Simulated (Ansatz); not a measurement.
**LaCr3, from a guessed structure to a relaxed one**

This structure for LaCr3 is made up. Its elements were placed in a known structure type with a cell scaled to their sizes. What cell does the guess relax to, and how far off was it?

Calculated with Ansatz 0.2.0; DFT, PBEsol, plane-wave PAW, files of the set soft_1, scalar-relativistic, ferromagnetic start, cell and ions relaxed at zero pressure; PAW set soft_1.

In doubt: warnings of the run leave room for a lower electronic state, so energies may not be the lowest and differences between runs may mislead.

## 1. The structure

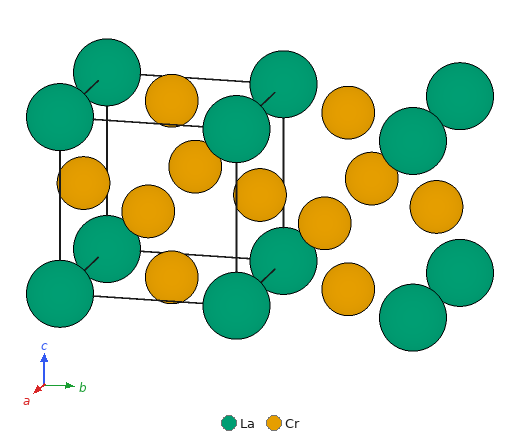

Start, viewed slightly off an axis; lanthanum teal, chromium orange. 1×2×1 cells are drawn. Some periodic images of atoms are drawn too.

## 2. Relaxing cell and atoms

The guess takes its coordinates from another compound and its volume from a rule, so the cell and any free coordinates are relaxed together.

input.yaml

```yaml
crystal:
  lattice:
    - [4.069, 0.0, 0.0]
    - [0.0, 4.069, 0.0]
    - [0.0, 0.0, 4.069]
  atoms:
    - { symbol: La, position: [0.0, 0.0, 0.0] }
    - { symbol: Cr, position: [0.5, 0.0, 0.5], spin: 3.0 }
    - { symbol: Cr, position: [0.5, 0.5, 0.0], spin: 3.0 }
    - { symbol: Cr, position: [0.0, 0.5, 0.5], spin: 3.0 }
magnetization:
  spin_polarized: true
kpoints:
  mp_grid: { grid: [7, 7, 7] }
scf:
  occupations: { method: fermi_dirac, width: 0.05 }
hamiltonian:
  xc: pbesol
  pseudopotentials: { kind: paw, azcp: { folder: soft_1 }, xc_functional: pbe }
relax:
  f_tol: 0.015
  max_steps: 70
  cell: {}
output:
  forces: true
  stress: true
```

The run is started by

```bash
> ansatz run input.yaml --threads 4 --pin off --max-ram 8192MiB --backend cpu --events-out ev --progress --plain --runs-dir out
```

Numbers of over 12 decimals in the logs are rounded to 6 here.

Log:

```text
Engine: ansatz 0.2.0, aarch64-unknown-linux-gnu
Pseudopotentials: kind: paw
Pseudopotential: La, paw, valence charge 11, recommended cutoff 420 eV (normal), soft_1/La.paw.azcp
Pseudopotential: Cr, paw, valence charge 14, recommended cutoff 420 eV (normal), soft_1/Cr.paw.azcp
Functional definition: PBEsol
  exchange = pbesol_x
  correlation = pbesol_c
Crystal: 4 atoms, lattice volume = 67.369 Å³
Basis set: ecut = 420 eV, 1357 PW (Γ), exchange–correlation on 60×60×60 points (8 copies of the dense FFT grid, shifted against one another)
Bands: 38, of which v1, the nominal top of the filled ones, is band 27 counted from 1 (26 counted from 0)
Symmetry: 48 space group operations
Space group: Pm-3m (ITA 221), of the structure as read, at distance tolerance 4.1e-5 Å
Magnetic group: BNS 221.92 (UNI 1594), of the structure as read, at distance tolerance 4.1e-5 Å
k-points: 20 of 343
Non-local potential: La, projectors of the file, l = 0: 3, l = 1: 2, l = 2: 2, l = 3: 3
Non-local potential: Cr, projectors of the file, l = 0: 3, l = 1: 2, l = 2: 3, l = 3: 1
PAW form: soft (Blöchl's): semilocal exchange-correlation on the pseudo side does not see the compensation charge
PAW frozen core: La, regenerated for the run's functional, and the local potential with it (the file was generated under x = pbe(κ = 0.804, μ = 0.219515), c = pbe(β = 0.066725))
PAW frozen core: Cr, regenerated for the run's functional, and the local potential with it (the file was generated under x = pbe(κ = 0.804, μ = 0.219515), c = pbe(β = 0.066725))
PAW one-centre angular grid: La, 590 points (default); XC on 64 Gauss nodes
PAW one-centre angular grid: Cr, 590 points (default); XC on 64 Gauss nodes
Initial density: superposition of atomic densities (chi_scale 0.1, normalization cell, long waves kept (reshape's long-wave potential 0.00 eV rms))
Starting moments: Σ|m| = 9 μB on 3 of 4 sites
Initial wavefunctions: pseudopotential atomic-orbital guess
Functional: x = pbesol(κ = 0.804, μ = 0.123457), c = pbesol(β = 0.046)
SCF iter   1: F=—  HF=-16206.010417 eV  |F-HF|=—  |Δ(HF+E_count)|=         —  Δρ=1.82e-1 (↑1.82e-1 ↓7.57e-2)  dr2=5.78e1  dr2_m=1.90e0  M=7.520 μB ∫|m|=7.520 μB  β_m=0.30  ethr=3.10e-3  ⟨swp⟩=4.7  Hψ=5107  notcnv=0
Mixer restart at iter 1: flushing history
preconditioner: auto → Kerker (q_TF=auto, 2.621 Å⁻¹)  [metal: Δε(μ)=0.050 eV  Ē_g=7.240 eV  σ=0.050 eV  W_gap=0.25  n_scr=18 (ndim 8)  ℏωp=23.5 eV  f_vac=0.000  D(μ)=4.36/eV (n_scr^D=32)]
spin=Collinear: Kerker preconditioning applied to the charge; magnetization (m = ρ↑ − ρ↓) channel mixes plain (no charge-response kernel on spin).
SCF iter   2: F=—  HF=-16205.824026 eV  |F-HF|=—  |Δ(HF+E_count)|=   1.86e-1  Δρ=5.01e-2 (↑5.01e-2 ↓3.53e-2)  dr2=7.01e0  dr2_m=1.22e-1  M=7.544 μB ∫|m|=7.560 μB  β_m=0.36  ethr=3.10e-3  ⟨swp⟩=3.9  Hψ=3900  notcnv=0  defer=140
SCF iter   3: F=—  HF=-16204.607127 eV  |F-HF|=—  |Δ(HF+E_count)|=    1.22e0  Δρ=2.00e-2 (↑2.00e-2 ↓1.62e-2)  dr2=7.14e-1  dr2_m=4.74e-2  M=7.543 μB ∫|m|=7.556 μB  β_m=0.64  ethr=3.10e-3  ⟨swp⟩=3.7  Hψ=2728  notcnv=0  defer=128
SCF iter   4: F=—  HF=-16204.573386 eV  |F-HF|=—  |Δ(HF+E_count)|=   3.37e-2  Δρ=6.02e-3 (↑6.02e-3 ↓4.42e-3)  dr2=6.14e-2  dr2_m=4.54e-3  M=7.273 μB ∫|m|=7.299 μB  β_m=0.71  ethr=1.35e-3  ⟨swp⟩=3.8  Hψ=2987  notcnv=0  defer=115
SCF iter   5: F=—  HF=-16204.654506 eV  |F-HF|=—  |Δ(HF+E_count)|=         —  Δρ=7.68e-3 (↑7.68e-3 ↓1.92e-3)  dr2=5.80e-2  dr2_m=6.41e-3  M=7.324 μB ∫|m|=7.359 μB  β_m=0.71  ethr=1.16e-4  ⟨swp⟩=2.6  Hψ=2337  notcnv=0  defer=116
Mixer restart at iter 5: flushing history
SCF iter   6: F=—  HF=-16204.682552 eV  |F-HF|=—  |Δ(HF+E_count)|=   2.80e-2  Δρ=4.08e-3 (↑4.08e-3 ↓1.44e-3)  dr2=6.19e-3  dr2_m=3.24e-3  M=7.178 μB ∫|m|=7.224 μB  β_m=0.60  ethr=1.09e-4  ⟨swp⟩=3.8  Hψ=3179  notcnv=0  defer=116
SCF iter   7: F=—  HF=-16204.677872 eV  |F-HF|=—  |Δ(HF+E_count)|=   4.68e-3  Δρ=1.09e-3 (↑1.09e-3 ↓7.07e-4)  dr2=2.20e-3  dr2_m=1.66e-4  M=7.218 μB ∫|m|=7.264 μB  β_m=0.74  ethr=1.17e-5  ⟨swp⟩=2.2  Hψ=2957  notcnv=0  defer=116
SCF iter   8: F=—  HF=-16204.678518 eV  |F-HF|=—  |Δ(HF+E_count)|=   6.46e-4  Δρ=8.65e-4 (↑8.65e-4 ↓3.44e-4)  dr2=2.39e-4  dr2_m=1.82e-4  M=7.172 μB ∫|m|=7.223 μB  β_m=0.87  ethr=4.16e-6  ⟨swp⟩=2.0  Hψ=2177  notcnv=0  defer=116
SCF iter   9: F=—  HF=-16204.678521 eV  |F-HF|=—  |Δ(HF+E_count)|=   2.50e-6  Δρ=4.49e-4 (↑4.49e-4 ↓1.61e-4)  dr2=7.03e-5  dr2_m=4.59e-5  M=7.165 μB ∫|m|=7.217 μB  β_m=0.94  ethr=4.50e-7  ⟨swp⟩=2.2  Hψ=2449  notcnv=0  defer=116
SCF iter  10: F=—  HF=-16204.678504 eV  |F-HF|=—  |Δ(HF+E_count)|=   1.62e-5  Δρ=8.74e-5 (↑8.74e-5 ↓2.36e-5)  dr2=3.96e-6  dr2_m=1.25e-6  M=7.163 μB ∫|m|=7.216 μB  β_m=0.90  ethr=1.33e-7  ⟨swp⟩=2.4  Hψ=2346  notcnv=0  defer=116
SCF iter  11: F=—  HF=-16204.678504 eV  |F-HF|=—  |Δ(HF+E_count)|=   9.32e-7  Δρ=6.95e-6 (↑6.95e-6 ↓3.58e-6)  dr2=3.43e-8  dr2_m=6.96e-9  M=7.163 μB ∫|m|=7.216 μB  β_m=0.95  ethr=7.47e-9  ⟨swp⟩=2.5  Hψ=2531  notcnv=0  defer=116
SCF iter  12: F=-16204.678504 eV  HF=-16204.678504 eV  |F-HF|=1.73e-9  |Δ(HF+E_count)|=   2.88e-9  Δρ=1.78e-6 (↑1.78e-6 ↓9.14e-7)  dr2=1.89e-9  dr2_m=5.28e-10  M=7.163 μB ∫|m|=7.216 μB  ethr=6.47e-11  ⟨swp⟩=3.0  Hψ=5328  notcnv=0
SCF 1 converged in 12 iterations: F = -16204.678504 eV  dr2 = 1.89e-9
  greatest PAW one-centre occupation: 1.000 electrons in one spin orbital (limit 2), on the Cr atom at site 3 (counted from 0), in its partial waves of l = 0
relax step   1: F+E_penalty+E_count = -16204.67850353 eV  Δ(F+E_penalty+E_count) = +0.000e0 eV  max|allowed force component| = 5.548e-29 eV/Å  Δτ_max = 0.0000 Å  P = -1.175 GPa  Ω = 67.369 Å³  (12 SCF iters, dr2 threshold 1.00e-7 eV, accepted)
Crystal: 4 atoms, lattice volume = 65.962 Å³
Basis set: ecut = 420 eV, 1309 PW (Γ), exchange–correlation on 60×60×60 points (8 copies of the dense FFT grid, shifted against one another)
Initial density: handed on by an earlier stage of this run
Starting moments: Σ|m| = 9 μB on 3 of 4 sites; this step starts from the density that it was given
Initial wavefunctions: those handed on with the density
iter 1 solved again at ethr=5.20e-5 eV; its pass at ethr=3.10e-3 eV (dr2=2.76e-2 eV) is discarded
SCF iter   1: F=—  HF=-16204.691764 eV  |F-HF|=—  |Δ(HF+E_count)|=         —  Δρ=8.71e-3 (↑8.71e-3 ↓3.63e-3)  dr2=2.69e-2  dr2_m=2.20e-2  M=6.931 μB ∫|m|=6.985 μB  β_m=0.30  ethr=5.20e-5  ⟨swp⟩=1.8  Hψ=8550  notcnv=0
preconditioner: auto → Kerker (q_TF=auto, 2.631 Å⁻¹)  [metal: Δε(μ)=0.033 eV  Ē_g=6.842 eV  σ=0.050 eV  W_gap=0.16  n_scr=18 (ndim 8)  ℏωp=23.8 eV  f_vac=0.000  D(μ)=5.69/eV (n_scr^D=80)]
[...]
SCF iter   3: F=—  HF=-16204.683520 eV  |F-HF|=—  |Δ(HF+E_count)|=   2.30e-4  Δρ=3.56e-4 (↑3.56e-4 ↓3.23e-4)  dr2=4.81e-6  dr2_m=6.87e-5  M=6.950 μB ∫|m|=7.002 μB  β_m=0.51  ethr=1.05e-6  ⟨swp⟩=3.0  Hψ=3011  notcnv=0
SCF iter   4: F=—  HF=-16204.683551 eV  |F-HF|=—  |Δ(HF+E_count)|=   3.08e-5  Δρ=6.02e-5 (↑4.74e-5 ↓6.02e-5)  dr2=2.76e-6  dr2_m=1.51e-6  M=6.951 μB ∫|m|=7.003 μB  β_m=0.54  ethr=9.08e-9  ⟨swp⟩=2.0  Hψ=2572  notcnv=0
SCF iter   5: F=—  HF=-16204.683562 eV  |F-HF|=—  |Δ(HF+E_count)|=   1.18e-5  Δρ=3.29e-5 (↑3.29e-5 ↓1.21e-5)  dr2=1.21e-6  dr2_m=1.10e-7  M=6.951 μB ∫|m|=7.003 μB  β_m=0.58  ethr=5.21e-9  ⟨swp⟩=2.0  Hψ=2072  notcnv=0
SCF iter   6: F=—  HF=-16204.683566 eV  |F-HF|=—  |Δ(HF+E_count)|=   3.63e-6  Δρ=1.26e-5 (↑1.26e-5 ↓6.58e-6)  dr2=2.95e-7  dr2_m=1.10e-8  M=6.951 μB ∫|m|=7.003 μB  β_m=0.73  ethr=2.28e-9  ⟨swp⟩=2.0  Hψ=2055  notcnv=0
SCF iter   7: F=—  HF=-16204.683568 eV  |F-HF|=—  |Δ(HF+E_count)|=   2.21e-6  Δρ=9.36e-6 (↑9.36e-6 ↓1.71e-6)  dr2=6.23e-8  dr2_m=1.60e-8  M=6.951 μB ∫|m|=7.003 μB  β_m=0.86  ethr=5.56e-10  ⟨swp⟩=2.3  Hψ=2590  notcnv=0
SCF iter   8: F=-16204.683568 eV  HF=-16204.683569 eV  |F-HF|=7.83e-8  |Δ(HF+E_count)|=   3.50e-7  Δρ=7.94e-6 (↑7.94e-6 ↓2.33e-6)  dr2=8.59e-8  dr2_m=5.33e-9  M=6.951 μB ∫|m|=7.003 μB  ethr=1.18e-10  ⟨swp⟩=3.0  Hψ=5573  notcnv=0
SCF 3 converged in 8 iterations: F = -16204.683568 eV  dr2 = 8.59e-8
relax step   3: F+E_penalty+E_count = -16204.68356845 eV  Δ(F+E_penalty+E_count) = -6.571e-5 eV  max|allowed force component| = 1.650e-29 eV/Å  Δτ_max = 0.0000 Å  P = -0.031 GPa  Ω = 66.170 Å³  energy of the carried Pulay correction = +2.718e-4 eV  (8 SCF iters, dr2 threshold 1.08e-7 eV, accepted)
Initial wavefunctions: pseudopotential atomic-orbital guess (no wavefunctions were taken with the density)
iter 1 solved again at ethr=4.01e-8 eV; its pass at ethr=3.10e-3 eV (dr2=2.12e-5 eV) is discarded
SCF iter   1: F=—  HF=-16204.683278 eV  |F-HF|=—  |Δ(HF+E_count)|=         —  Δρ=2.13e-5 (↑2.13e-5 ↓9.54e-6)  dr2=3.86e-7  dr2_m=7.07e-8  M=6.950 μB ∫|m|=7.003 μB  β_m=0.65  ethr=4.01e-8  ⟨swp⟩=4.0  Hψ=9723  notcnv=0
preconditioner: auto → none  [metal: Δε(μ)=0.030 eV  Ē_g=6.822 eV  σ=0.050 eV  W_gap=0.15  n_scr=6 (ndim 8)  ℏωp=23.7 eV  f_vac=0.000  D(μ)=5.71/eV (n_scr^D=80)]
SCF iter   2: F=—  HF=-16204.683278 eV  |F-HF|=—  |Δ(HF+E_count)|=   2.21e-7  Δρ=1.54e-5 (↑1.54e-5 ↓9.04e-6)  dr2=5.27e-7  dr2_m=1.13e-8  M=6.951 μB ∫|m|=7.003 μB  β_m=0.35  ethr=7.29e-10  ⟨swp⟩=2.1  Hψ=2475  notcnv=0
SCF iter   3: F=—  HF=-16204.683278 eV  |F-HF|=—  |Δ(HF+E_count)|=   2.31e-7  Δρ=4.95e-6 (↑4.95e-6 ↓3.77e-6)  dr2=9.48e-9  dr2_m=5.19e-9  M=6.951 μB ∫|m|=7.003 μB  β_m=0.45  ethr=7.29e-10  ⟨swp⟩=2.5  Hψ=2309  notcnv=0
SCF iter   4: F=—  HF=-16204.683278 eV  |F-HF|=—  |Δ(HF+E_count)|=   4.28e-8  Δρ=1.48e-6 (↑1.48e-6 ↓1.03e-6)  dr2=3.41e-9  dr2_m=2.82e-10  M=6.951 μB ∫|m|=7.003 μB  β_m=0.68  ethr=1.79e-11  ⟨swp⟩=2.4  Hψ=2574  notcnv=0
SCF iter   5: F=—  HF=-16204.683278 eV  |F-HF|=—  |Δ(HF+E_count)|=   4.00e-8  Δρ=1.45e-6 (↑1.45e-6 ↓5.48e-7)  dr2=2.33e-9  dr2_m=4.57e-10  M=6.951 μB ∫|m|=7.003 μB  β_m=0.81  ethr=6.43e-12  ⟨swp⟩=2.0  Hψ=2439  notcnv=0
SCF iter   6: F=—  HF=-16204.683279 eV  |F-HF|=—  |Δ(HF+E_count)|=   1.11e-8  Δρ=1.24e-6 (↑1.24e-6 ↓2.67e-7)  dr2=7.23e-10  dr2_m=3.11e-10  M=6.951 μB ∫|m|=7.003 μB  β_m=0.89  ethr=4.39e-12  ⟨swp⟩=2.0  Hψ=1995  notcnv=0
SCF iter   7: F=—  HF=-16204.683279 eV  |F-HF|=—  |Δ(HF+E_count)|=   1.40e-9  Δρ=2.60e-7 (↑2.60e-7 ↓1.62e-7)  dr2=1.04e-10  dr2_m=3.02e-12  M=6.951 μB ∫|m|=7.003 μB  β_m=0.80  ethr=1.36e-12  ⟨swp⟩=2.0  Hψ=2615  notcnv=0
SCF iter   8: F=—  HF=-16204.683279 eV  |F-HF|=—  |Δ(HF+E_count)|=  4.91e-11  Δρ=2.70e-8 (↑2.70e-8 ↓1.96e-8)  dr2=6.94e-13  dr2_m=5.88e-14  M=6.951 μB ∫|m|=7.003 μB  β_m=0.80  ethr=1.00e-12  ⟨swp⟩=2.0  Hψ=1841  notcnv=0
SCF iter   9: F=-16204.683279 eV  HF=-16204.683279 eV  |F-HF|=7.28e-12  |Δ(HF+E_count)|=  3.64e-12  Δρ=6.59e-8 (↑6.59e-8 ↓2.18e-8)  dr2=6.57e-12  dr2_m=3.88e-13  M=6.951 μB ∫|m|=7.003 μB  ethr=1.00e-12  ⟨swp⟩=2.7  Hψ=4349  notcnv=0
SCF 4 converged in 9 iterations: F = -16204.683279 eV  dr2 = 6.57e-12
relax step   4: F+E_penalty+E_count = -16204.68327850 eV  Δ(F+E_penalty+E_count) = +2.899e-4 eV  max|allowed force component| = 2.038e-29 eV/Å  Δτ_max = 0.0000 Å  P = -0.030 GPa  Ω = 66.170 Å³  stress off target by 2.99e-2 GPa  SCF on the basis re-selected at this cell (its energy is not comparable with the rows above)  (9 SCF iters)
basis re-selected at this cell: Δ(F+E_penalty+E_count) = +2.899e-4 eV, ΔP = +0.001 GPa vs the last step (what re-selecting the basis moved, of the pressure what is left beyond the Pulay correction that the steps carried, after the strain that the cell walked since its last selection, with what the two solves' SCF thresholds leave and, on support functions, any second-order correction that the steps lacked; it is no m [...]
WARN: an SCF from ferrimagnetic starting moments (0.00, -3.00, 3.00, 3.00 Bohr magnetons, atom by atom) was not made, by what the run has read of turns of its moments that order reads lower: the deck asks for what bars it, or types moments that do (magnetization.spin_polarized, in the input reference, names some of the keys), or the run goes by scf.lower_state_search: light, the default, which as a rule tries one only behind a close that has lost an order of both signs, or on which an open d or half-filled 4f shell of a PAW file has lost a moment that was set nearer to Hund's than to what is left; [rest of the remark cut]
SCF converged after 9 iterations
Magnetization: 6.9507 μB (29.9754 up, 23.0246 down)
Absolute magnetization: 7.0054 μB (∫|ρ↑−ρ↓|, with the PAW one-centre terms)
Spin contamination: 0.1117 ħ² per cell (⟨S²⟩ above its minimum at these occupations)
Per-site moments (μB) at R_I (Å): [(0.118914, 1.179766), (2.151641, 1.179766), (2.151641, 1.179766), (2.151641, 1.179766)]
Free energy (F): -16204.683279 eV
Harris-Foulkes:  -16204.683279 eV  (|F-HF|=7.28e-12)
Internal energy: -16204.636179 eV  (E = F + TS)
E sigma→0 (E₀):  -16204.659729 eV
Entropy (-TS):   -0.047100 eV (-11.775 meV/atom)
Fermi energy:    15.825151 eV
--- Per-component energies (eV) ---
  E_band       = -529.387279
  E_kinetic    = 1102.213443
  E_local      = -4386.901784  (includes V_loc(G=0)·N_el)
  E_nonlocal   = 232.962218
  E_hartree    = 2002.485897
  E_xc         = -486.502231
  E_vxc        = -585.159462  (∫ρ·V_xc dr)
  E_paw        = -8911.156809  (= ΣΔE_a)
  E_vpaw       = -897.475719  (= ΣTr[D̂ρ^β])
  E_aug_tail   = 0.002037  (compensation charges beyond the density's cutoff)
  E_ewald      = -5758.387986
  E_core_change = 0.649035  (= ΣΔE_core)
  E_smearing   = -0.047100  (= −TS)
  E_closure    = 0.000000  (closes the sum)
  Σ components = -16204.683279   (vs F -16204.683279, Δ=0.00e0)
--- Forces (eV/Å), atoms counted from 1 ---
  atom   1  La     0.00000000     0.00000000    -0.00000000
  atom   2  Cr     0.00000000     0.00000000    -0.00000000
  atom   3  Cr     0.00000000    -0.00000000    -0.00000000
  atom   4  Cr     0.00000000     0.00000000    -0.00000000
  max |Σ_I F_I| component: 2.79e-29 eV/Å
--- Stress (GPa, compression-positive) ---
       -0.029946       0.000000      -0.000000
        0.000000      -0.029946      -0.000000
       -0.000000      -0.000000      -0.029946
  P = ⅓ Tr σ = -0.0299 GPa (-0.299 kbar)
--- Relaxed structure (3 steps of the walk, 3 accepted, 1 SCFs on fresh bases) ---
  F+E_penalty+E_count = -16204.68327850 eV   max|allowed force component| = 2.038e-29 eV/Å   (the final SCF, on the basis selected at the relaxed cell)
  cell:  # Å, volume = 66.1700 Å³
    - [4.044706, 0, 0]
    - [0, 4.044706, 0.0]
    - [0, 0, 4.044706]
  atoms:
    - { symbol: La, position: [0, 0, 0] }
    - { symbol: Cr, position: [0.5, 0, 0.5] }
    - { symbol: Cr, position: [0.5, 0.5, 0] }
    - { symbol: Cr, position: [0, 0.5, 0.5] }
```

It took 9.3 s on 4 threads of Arm Neoverse V1, shared host; peak memory 0.44 GiB.

The steps of the relaxation:

```csv
step,energy less that of the first step (eV),largest force component (eV/Å),pressure (GPa),volume (Å³)
1,0.0000,0.0000,-1.18,67.37
2,-0.0050,0.0000,0.21,65.96
3,-0.0051,0.0000,-0.03,66.17
4*,-0.0048,0.0000,-0.03,66.17
```

Relaxation steps marked * repeat the geometry before them on a plane-wave basis chosen anew for their cell, so energy and pressure can jump there.

The run keeps the 48 symmetry operations that it works with, so distortions that break them were not tested.

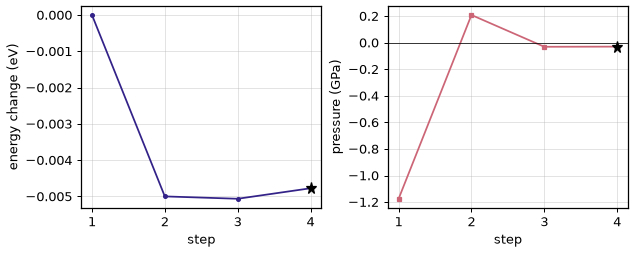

Energy and pressure along the relaxation. Stars mark steps on a basis chosen anew.

```csv
"conventional cell, symmetrised",before,after,change
a (Å),4.069,4.045,-0.6 %
b (Å),4.069,4.045,-0.6 %
c (Å),4.069,4.045,-0.6 %
volume (Å³/atom),16.84,16.54,-1.8 %
```

Final coordinates:

```xyz
4
Lattice="4.0447 0.0000 0.0000 0.0000 4.0447 0.0000 0.0000 0.0000 4.0447" Properties=species:S:1:pos:R:3 pbc="T T T"
La    0.0000    0.0000    0.0000
Cr    2.0224    0.0000    2.0224
Cr    2.0224    2.0224    0.0000
Cr    0.0000    2.0224    2.0224
```

This step gave:

```yaml
free_energy: -16204.6833 eV
energy_at_zero_smearing: -16204.6597 eV
smearing_term_ts: 0.04710 eV
fermi_energy: 15.83 eV
magnetization: 6.951 μB
absolute_magnetization: 7.005 μB
site_moments: 0.1189, 2.152, 2.152, 2.152 μB
electrons: 53
symmetry_operations: 48
pressure: -0.02995 GPa
```

Site moment by atom:

```csv
atom,site moment (μB)
La1,0.12
Cr2,2.15
Cr3,2.15
Cr4,2.15
```

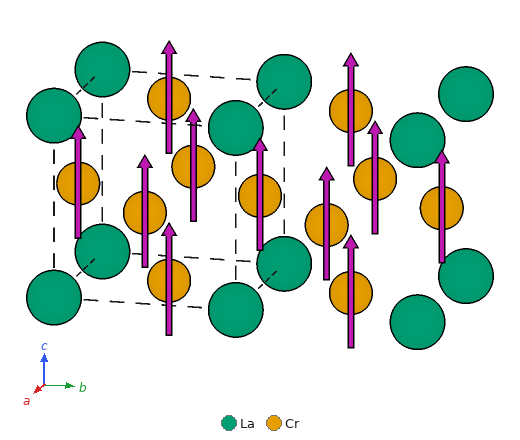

Site moment as arrows, the longest 2.15 μB. Up and down stand for the sign. Arrows give size and sign along the axis of quantisation, drawn up and down the page. 1×2×1 cells are drawn. Some periodic images of atoms are drawn too.

The shortest distance of each pair, which need not be the same contact before and after:

```csv
pair,guess (Å),relaxed (Å)
Cr–La,2.877,2.860
Cr–Cr,2.877,2.860
La–La,4.069,4.045
```

The relaxation ends with a pressure of -0.03 GPa.

## 3. Outcome

```
space group, relaxed : Pm-3m
conventional cell    : a = 4.045, b = 4.045, c = 4.045 Å; α = 90.0°, β = 90.0°, γ = 90.0°
volume per atom      : 16.54 Å³ (guess 16.84)
total moment         : 6.95 μB in the cell of 4 atoms
```

What this shows: LaCr3 relaxes to Pm-3m with a = 4.045, b = 4.045 and c = 4.045 Å. The guessed volume was 2 % too large. The space group Pm-3m was held in the relaxation, so the end point is a stationary structure within it and may be a saddle against distortions or other arrangements. The input starts from parallel moments, and no other start was typed. The electronic state may lie above the lowest one. Mesh and cutoff weren't tested. Spin-orbit coupling is left out, which can matter for elements this heavy. No dispersion term is used, so weakly bound directions may come out too long. The program estimates, without running it, that another magnetic order lies lower than the one relaxed here. Nothing here tests whether the compound is stable against decomposition.

[Logs are printed without paths, hosts, clocks, repeated set-up lines and the standing remarks that a program may print on its own settings, such as how far it seeks lower states.]

[Hosts, paths, dates, database ids (printed as entryN), source tags and the programs' standing remarks are cut or masked in the printed files.]
